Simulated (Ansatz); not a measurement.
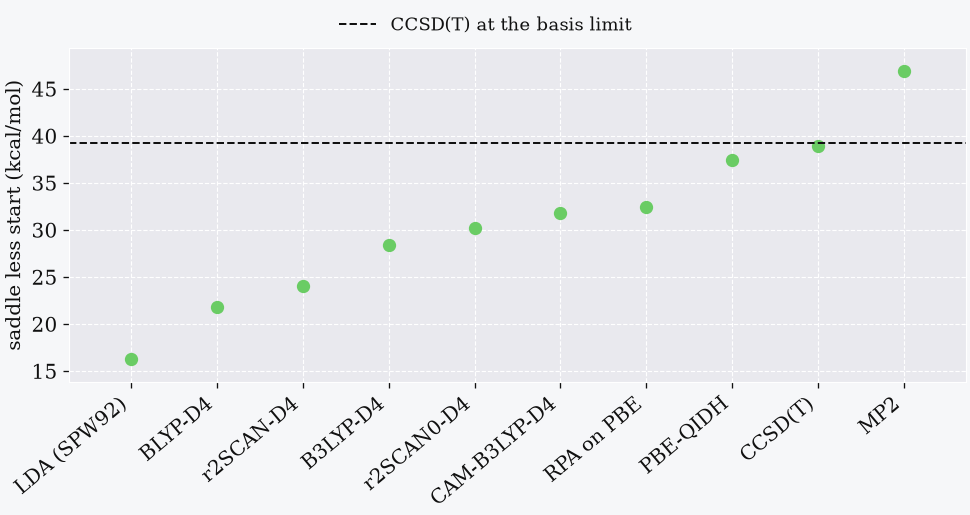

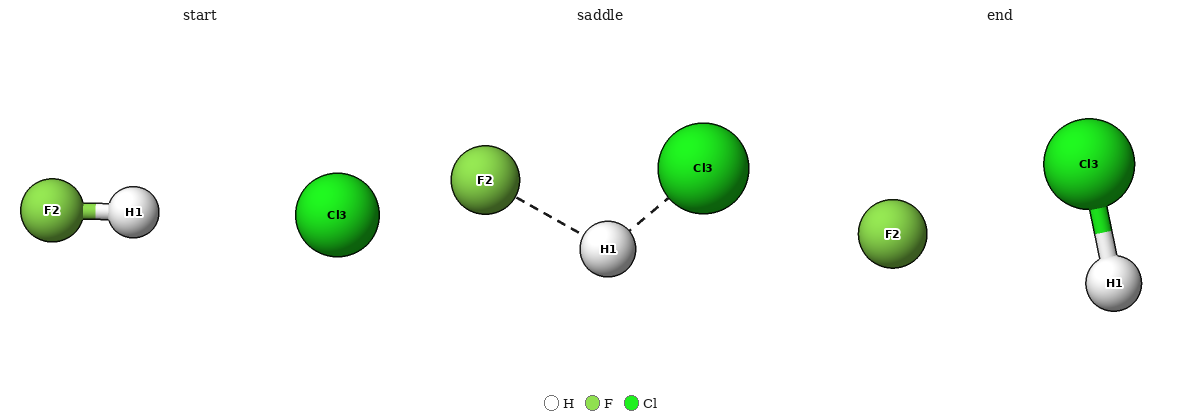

Height of the saddle over the start in one step of HClF, doublet at several levels. In the step H1–Cl3 (2.33 → 1.32 → 1.28 Å) forms; H1–F2 (0.93 → 1.54 → 2.41 Å) breaks (lengths at start, saddle and end; changes of bond order aren't listed). Electronic energies at PBE0-D4/def2-TZVP geometries, energies in def2-TZVPP, the Ansatz code; cores frozen in correlated methods, no zero-point terms. Start and end are the structures at the ends of the path (complexes, where there are several molecules). The line is the MP2 basis limit plus CCSD(T) less MP2 in triple zeta. RPA on PBE and PBE-QIDH hold a correlation term that converges slowly with the basis, so part of the distance to the limit is basis error. No dispersion term is added to PBE-QIDH. The distance of CCSD(T) and MP2 to the limit includes basis error.

Which level comes closest to the line (CCSD(T) at the basis limit), and which misses most?

Answer. Closest CCSD(T) (39.0 kcal/mol), against 39.3 kcal/mol; farthest LDA (SPW92) (16.3 kcal/mol).

Give the values.

Answer.
```
                     level  kcal/mol  less CCSD(T) at the basis limit
               LDA (SPW92)      16.3                            −23.0
                   BLYP-D4      21.8                            −17.5
                 r2SCAN-D4      24.1                            −15.2
                  B3LYP-D4      28.4                            −10.9
                r2SCAN0-D4      30.2                             −9.1
              CAM-B3LYP-D4      31.9                             −7.4
                RPA on PBE      32.5                             −6.8
                  PBE-QIDH      37.5                             −1.8
                   CCSD(T)      39.0                             −0.3
                       MP2      46.9                              7.6
CCSD(T) at the basis limit      39.3                              0.0
```
